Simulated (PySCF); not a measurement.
**[Bi(OH)2]+: other functionals and bases at one geometry**

Aim: see how levels, charges and forces of [Bi(OH)2]+ depend on the level of theory. The species was built from a template and needn't be a known compound.

The runs use PySCF 2.14.0; several levels, as the steps say, no spin–orbit coupling.

1 further run of the same task is left out (for a known fault of the program).

## 1. The starting structure

5 atoms, charge 1, spin multiplicity 1.

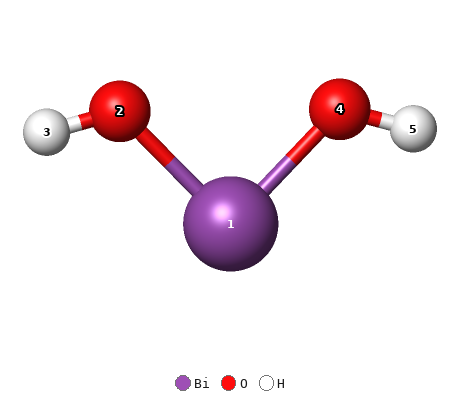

The structure; bismuth purple, oxygen red, hydrogen white; atoms are numbered from 1 in the order of the file.

Coordinates:

```tsv
atom	x (Å)	y (Å)	z (Å)
Bi1	0.0000	0.0000	-0.4828
O2	1.4069	-0.0358	0.9598
H3	2.3444	-0.0629	0.7037
O4	-1.4069	0.0358	0.9598
H5	-2.3444	0.0629	0.7037
```

Formal oxidation states: Bi +3. An earlier session relaxed this geometry at PBE0, Bi def2-SVP with ECP60, O def2-SVP, H def2-SVP (singlet, point group C2v).

At PBE0 on the finer grid: E = -365.721660 Eh, HOMO -14.44 eV, LUMO -9.27 eV, Mulliken charge on Bi1 +1.36 e, largest force component 0.008 eV/Å. 

Levels to run: revPBE; BLYP; PBE0, TZVP. Hardware: 2 threads of Arm Neoverse V2, shared host.

## 2. revPBE

run.py (the lines that set the calculation) reads:

```python
mol = gto.M(atom='''
Bi     0.00000     0.00000    -0.48284
O      1.40694    -0.03577     0.95985
H      2.34441    -0.06290     0.70367
O     -1.40694     0.03577     0.95985
H     -2.34441     0.06290     0.70367''',
    basis={'Bi': 'def2-SVP', 'O': 'def2-SVP', 'H': 'def2-SVP'},
    ecp={'Bi': 'def2-SVP'},
    charge=1, spin=0)
mf = dft.RKS(mol, xc='PBE_R,PBE')
mf.grids.atom_grid = (75, 302)
mf = mf.density_fit()  # fitting sets: Bi def2-universal-JKFIT, O def2-universal-JKFIT, H def2-universal-JKFIT
mf.conv_tol = 1e-08; mf.max_cycle = 55
mf.kernel(dm0)  # dm0: the density of the relaxed state
```

Command:

```sh
> OMP_NUM_THREADS=2 python run.py
```

What it wrote:

```text
init E= -365.923972488003
  HOMO = -0.464821383536696  LUMO = -0.361692045639792  gap/eV = 2.80629
cycle= 1 E= -365.920746896424  delta_E= 0.00323  |g|= 0.154  |ddm|= 0.314
  HOMO = -0.506203176713082  LUMO = -0.355642473894495  gap/eV = 4.09697
cycle= 2 E= -365.859115838592  delta_E= 0.0616  |g|= 0.531  |ddm|= 0.595
  HOMO = -0.476248730481243  LUMO = -0.357011546466918  gap/eV = 3.24461
cycle= 3 E= -365.926940772038  delta_E= -0.0678  |g|= 0.0338  |ddm|= 0.409
  HOMO = -0.475041435025216  LUMO = -0.359722232657088  gap/eV = 3.13800
cycle= 4 E= -365.92733681245  delta_E= -0.000396  |g|= 0.0037  |ddm|= 0.0501
  HOMO = -0.474744867038834  LUMO = -0.359375148078726  gap/eV = 3.13937
cycle= 5 E= -365.927339972426  delta_E= -3.16e-06  |g|= 0.00147  |ddm|= 0.00533
  HOMO = -0.474835513544239  LUMO = -0.35936044589544  gap/eV = 3.14224
cycle= 6 E= -365.927340569696  delta_E= -5.97e-07  |g|= 0.000276  |ddm|= 0.00139
  HOMO = -0.474842844672959  LUMO = -0.359358067034727  gap/eV = 3.14250
cycle= 7 E= -365.927340566543  delta_E= 3.15e-09  |g|= 0.000303  |ddm|= 0.000394
  HOMO = -0.474846775397545  LUMO = -0.359356859854476  gap/eV = 3.14264
cycle= 8 E= -365.927340588461  delta_E= -2.19e-08  |g|= 2.69e-05  |ddm|= 0.000255
  HOMO = -0.474848927261047  LUMO = -0.359356759467257  gap/eV = 3.14270
cycle= 9 E= -365.927340588659  delta_E= -1.98e-10  |g|= 8.96e-07  |ddm|= 2.71e-05
  HOMO = -0.474849146302851  LUMO = -0.359356865182757  gap/eV = 3.14271
Extra cycle  E= -365.927340588658  delta_E= 6.25e-13  |g|= 1.94e-06  |ddm|= 2e-06
converged SCF energy = -365.927340588658
```

Run time: 1.7 s. Hardware: 2 threads of Arm Neoverse V2, shared host.

Read off: E = -365.927341 Eh, HOMO -12.92 eV, LUMO -9.78 eV, Mulliken charge on Bi1 +1.25 e, largest force component 1.396 eV/Å. 

## 3. BLYP

run.py (the lines that set the calculation): that of step 2 with these lines changed.

```diff
@@ -9,3 +9,3 @@
     charge=1, spin=0)
-mf = dft.RKS(mol, xc='PBE_R,PBE')
+mf = dft.RKS(mol, xc='BLYP')
 mf.grids.atom_grid = (75, 302)
```

Command:

```sh
> OMP_NUM_THREADS=2 python run.py
```

What it wrote:

```text
init E= -365.843701768195
  HOMO = -0.463862172500667  LUMO = -0.361966727873849  gap/eV = 2.77272
cycle= 1 E= -365.845560210192  delta_E= -0.00186  |g|= 0.099  |ddm|= 0.316
  HOMO = -0.493054252214966  LUMO = -0.355079406060298  gap/eV = 3.75449
cycle= 2 E= -365.812335223486  delta_E= 0.0332  |g|= 0.383  |ddm|= 0.45
  HOMO = -0.473911143487972  LUMO = -0.356441860889323  gap/eV = 3.19650
cycle= 3 E= -365.848350109006  delta_E= -0.036  |g|= 0.0441  |ddm|= 0.281
  HOMO = -0.472363653799622  LUMO = -0.359545484481103  gap/eV = 3.06994
cycle= 4 E= -365.849040946439  delta_E= -0.000691  |g|= 0.00415  |ddm|= 0.0582
  HOMO = -0.471836952410547  LUMO = -0.35927510773821  gap/eV = 3.06296
cycle= 5 E= -365.849044803539  delta_E= -3.86e-06  |g|= 0.000309  |ddm|= 0.00511
  HOMO = -0.471840455778463  LUMO = -0.359267576516256  gap/eV = 3.06326
cycle= 6 E= -365.84904483676  delta_E= -3.32e-08  |g|= 6.42e-05  |ddm|= 0.000638
  HOMO = -0.47183697892385  LUMO = -0.359264671601053  gap/eV = 3.06325
cycle= 7 E= -365.849044834109  delta_E= 2.65e-09  |g|= 0.000126  |ddm|= 0.000159
  HOMO = -0.47183669796854  LUMO = -0.359264176277605  gap/eV = 3.06325
cycle= 8 E= -365.849044837843  delta_E= -3.73e-09  |g|= 1.33e-05  |ddm|= 0.000109
  HOMO = -0.471840703693484  LUMO = -0.359263979354253  gap/eV = 3.06337
Extra cycle  E= -365.849044837156  delta_E= 6.87e-10  |g|= 5.52e-05  |ddm|= 5.89e-05
converged SCF energy = -365.849044837156
```

Wall time 1.6 s (2 threads of Arm Neoverse V2, shared host).

Read off: E = -365.849045 Eh, HOMO -12.84 eV, LUMO -9.78 eV, Mulliken charge on Bi1 +1.23 e, largest force component 1.497 eV/Å. 

## 4. PBE0, TZVP

Basis: Bi def2-TZVP with ECP60, O def2-TZVP, H def2-TZVP. 

run.py (the lines that set the calculation) reads:

```python
mol = gto.M(atom='''
Bi     0.00000     0.00000    -0.48284
O      1.40694    -0.03577     0.95985
H      2.34441    -0.06290     0.70367
O     -1.40694     0.03577     0.95985
H     -2.34441     0.06290     0.70367''',
    basis={'Bi': 'def2-TZVP', 'O': 'def2-TZVP', 'H': 'def2-TZVP'},
    ecp={'Bi': 'def2-TZVP'},
    charge=1, spin=0)
mf = dft.RKS(mol, xc='PBE0')
mf.grids.atom_grid = (75, 302)
mf = mf.density_fit()  # fitting sets: Bi def2-universal-JKFIT, O def2-universal-JKFIT, H def2-universal-JKFIT
mf.conv_tol = 1e-08; mf.max_cycle = 55
mf.kernel(dm0)  # dm0: free metal ions and neutral atoms
```

Command:

```sh
> OMP_NUM_THREADS=2 python run.py
```

What it wrote:

```text
init E= -365.81465837756
  HOMO = -0.631224455389471  LUMO = -0.395191776858056  gap/eV = 6.42278
cycle= 1 E= -365.645499003832  delta_E= 0.169  |g|=  1.2  |ddm|= 1.81
  HOMO = -0.298314074432962  LUMO = -0.257600189665357  gap/eV = 1.10788
cycle= 2 E= -363.414140217789  delta_E= 2.23  |g|= 3.25  |ddm|= 2.71
  HOMO = -0.529516802431477  LUMO = -0.327051700527093  gap/eV = 5.50936
cycle= 3 E= -365.920314159426  delta_E= -2.51  |g|= 0.222  |ddm|= 2.32
  HOMO = -0.539520591305963  LUMO = -0.353281790835325  gap/eV = 5.06782
cycle= 4 E= -365.932896949216  delta_E= -0.0126  |g|= 0.077  |ddm|= 0.371
  HOMO = -0.534882228836192  LUMO = -0.344010362405296  gap/eV = 5.19389
cycle= 5 E= -365.93376728616  delta_E= -0.00087  |g|= 0.0241  |ddm|= 0.0889
  HOMO = -0.536398054998681  LUMO = -0.343127138176925  gap/eV = 5.25917
cycle= 6 E= -365.933900040745  delta_E= -0.000133  |g|= 0.00497  |ddm|= 0.018
  HOMO = -0.536734005894416  LUMO = -0.343197065719657  gap/eV = 5.26641
cycle= 7 E= -365.93390436387  delta_E= -4.32e-06  |g|= 0.00149  |ddm|= 0.0029
  HOMO = -0.536781615429287  LUMO = -0.343151599827689  gap/eV = 5.26894
cycle= 8 E= -365.933904778835  delta_E= -4.15e-07  |g|= 0.000327  |ddm|= 0.00138
  HOMO = -0.53680811713854  LUMO = -0.34316409017228  gap/eV = 5.26932
cycle= 9 E= -365.933904797288  delta_E= -1.85e-08  |g|= 2.66e-05  |ddm|= 0.000235
  HOMO = -0.536807954715684  LUMO = -0.343161510062089  gap/eV = 5.26939
cycle= 10 E= -365.933904797466  delta_E= -1.77e-10  |g|= 5.78e-06  |ddm|= 3.33e-05
  HOMO = -0.53680704830527  LUMO = -0.343161994597683  gap/eV = 5.26935
Extra cycle  E= -365.933904797433  delta_E= 3.24e-11  |g|= 1.42e-05  |ddm|= 1.46e-05
converged SCF energy = -365.933904797433
```

It took 4.3 s on 2 threads of Arm Neoverse V2, shared host.

Read off: E = -365.933905 Eh, HOMO -14.61 eV, LUMO -9.34 eV, Mulliken charge on Bi1 +1.37 e, largest force component 1.292 eV/Å. 

## 5. Results

| level | state | HOMO (eV) | gap (eV) | charge on Bi1 (e) | dipole (D) | largest force (eV/Å) | basis functions | time |
| --- | --- | --- | --- | --- | --- | --- | --- | --- |
| PBE0 (relaxed here) | singlet | -14.44 | 5.17 | 1.36 | 3.41 | 0.01 | 64 | 3.1 s |
| revPBE | singlet | -12.92 | 3.14 | 1.25 | 2.83 | 1.40 | 64 | 1.7 s |
| BLYP | singlet | -12.84 | 3.06 | 1.23 | 2.76 | 1.50 | 64 | 1.6 s |
| PBE0, TZVP | singlet | -14.61 | 5.27 | 1.37 | 3.37 | 1.29 | 124 | 4.3 s |

Times are on 2 threads of Arm Neoverse V2, shared host; the first row also made further properties. The dipole of a charged species depends on the origin, so these sizes hold for this origin alone.

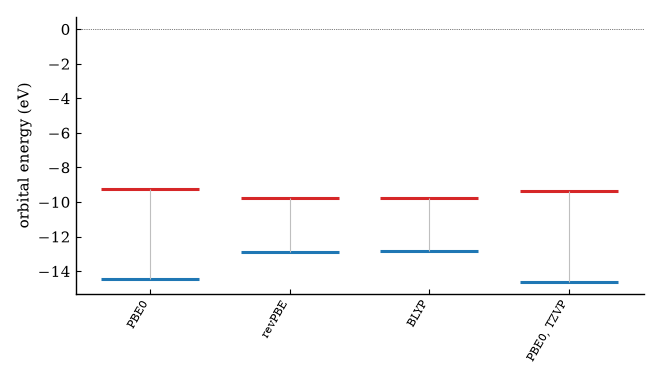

Highest filled and lowest empty level, method by method.

In one basis the HOMO–LUMO gap runs from 3.06 eV (BLYP) to 5.17 eV (PBE0). The largest leftover force, 1.50 eV/Å with BLYP, stands at a geometry relaxed at another level. The Mulliken charge on Bi spans +1.23 to +1.37 e over the levels. Total energies of different levels can't be compared. Spin–orbit coupling is left out throughout.
